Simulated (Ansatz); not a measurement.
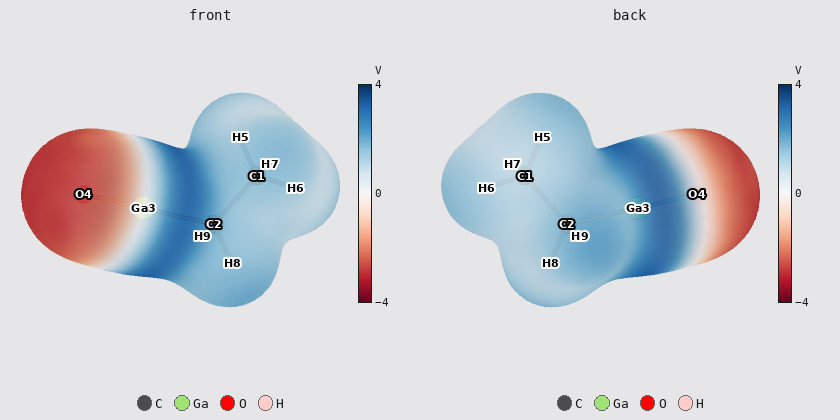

Figure. C$_{2}$H$_{5}$GaO (SMILES C[CH2][Ga+][O-]). The molecular electrostatic potential painted on the density surface at 0.004 e/bohr³, seen from the front and from behind; the colour scale runs from red (negative) to blue (positive).

Geometry: PBE0-D3(BJ)/def2-SVP.

Computed with Ansatz 0.2.0, isolated molecule in a Gaussian basis; Kohn-Sham density functional theory, functional PBE0.

Input file:

```
crystal:
  periodic: [false, false, false]
  atoms:
    - symbol: C
      position_ang: [-1.934901, 0.945207, 0.741084]
    - symbol: C
      position_ang: [-1.317216, 1.892017, -0.284290]
    - symbol: Ga
      position_ang: [0.202592, 2.908902, 0.370776]
    - symbol: O
      position_ang: [1.489855, 3.768888, 0.928848]
    - symbol: H
      position_ang: [-1.214996, 0.191127, 1.093307]
    - symbol: H
      position_ang: [-2.788044, 0.403291, 0.303288]
    - symbol: H
      position_ang: [-2.308300, 1.481681, 1.626371]
    - symbol: H
      position_ang: [-2.051100, 2.631729, -0.643679]
    - symbol: H
      position_ang: [-0.962775, 1.347000, -1.174374]
basis:
  gaussian:
    orbitals: def2-TZVPD
hamiltonian:
  xc: pbe0
output:
  forces: true
  orbitals: {seedname: orbitals}
```

Run with:

```sh
ansatz run input.yaml --threads 2 --pin off --max-ram 4350MiB --events-out events.jsonl --progress --plain --runs-dir runs
```

> Which sites attract a positive test charge, and which a negative one?

A positive charge is drawn to the negative regions and a negative charge to the positive ones. The most negative region (about −2.9 V) lies over O4, the most positive (about +3.2 V) over Ga3. O4 is the likeliest acceptor of a hydrogen bond.
